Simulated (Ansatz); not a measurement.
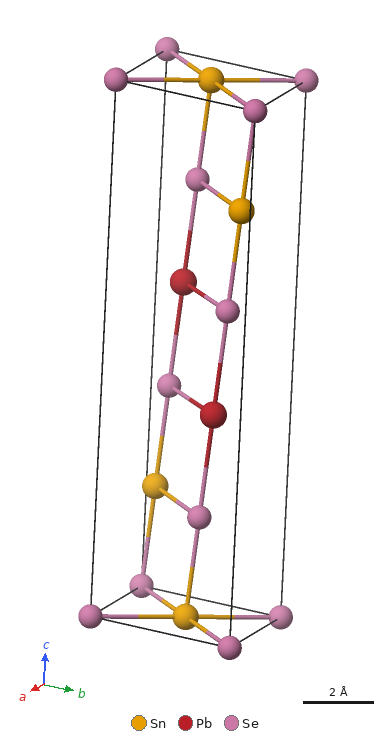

Ball-and-stick representation of a periodic structure, projected slightly off an axis. The lines enclose the cell (the run's own, in a reduced setting); boundary atoms appear with their images.

```xyz
10
Lattice="0.0000 -4.3330 0.0000 4.3330 0.0000 0.0000 -2.1665 2.1665 15.3222" Properties=species:S:1:pos:R:3 pbc="T T T"
Sn    2.1665   -2.1665   12.2961
Sn    0.0000    0.0000   15.3222
Sn    0.0000    0.0000    3.0261
Pb    2.1665   -2.1665    6.1159
Pb    0.0000    0.0000    9.2063
Se    0.0000    0.0000    0.0000
Se    2.1665   -2.1665    3.0128
Se    0.0000    0.0000    6.0662
Se    2.1665   -2.1665    9.2560
Se    0.0000    0.0000   12.3094
```

The numbers come from DFT PBE, scalar-relativistic, plane waves, PAW in Ansatz, using plane waves up to 420 eV, k-points about 0.17 Å⁻¹ apart, Gaussian smearing of 0.01 eV, no spin polarisation.

**What does a Bader analysis give?**

Sn +0.88 e; Pb +0.87 e; Se -0.87 e. The transfer is large, as in an ionic solid.

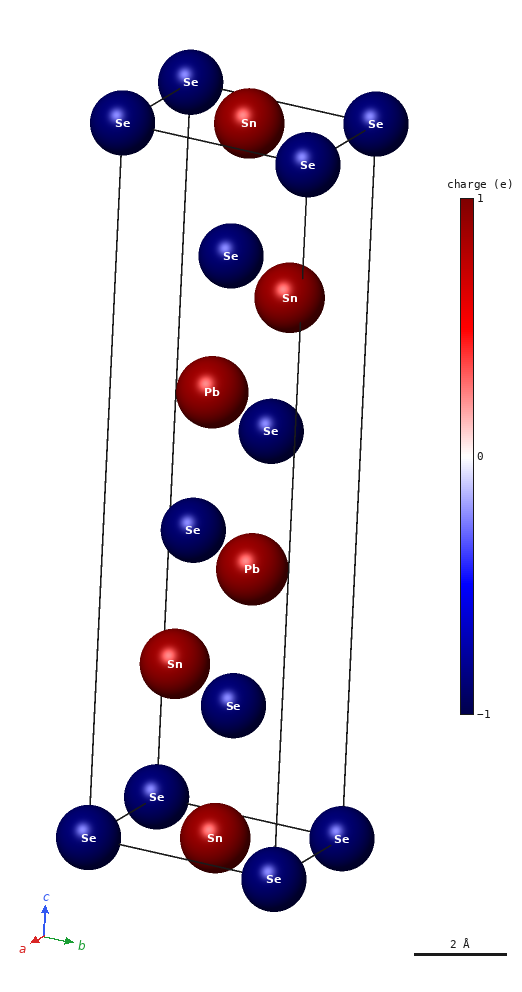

The atoms coloured by those charges.

The cell started as a structure type filled with these elements by a generator (whether the compound takes this form wasn't checked). Earlier steps of the study, as a rule a relaxation of our own, may have changed the cell and positions, so they can lie some per cent off the listed ones. It was run through Ansatz as a DFT input.
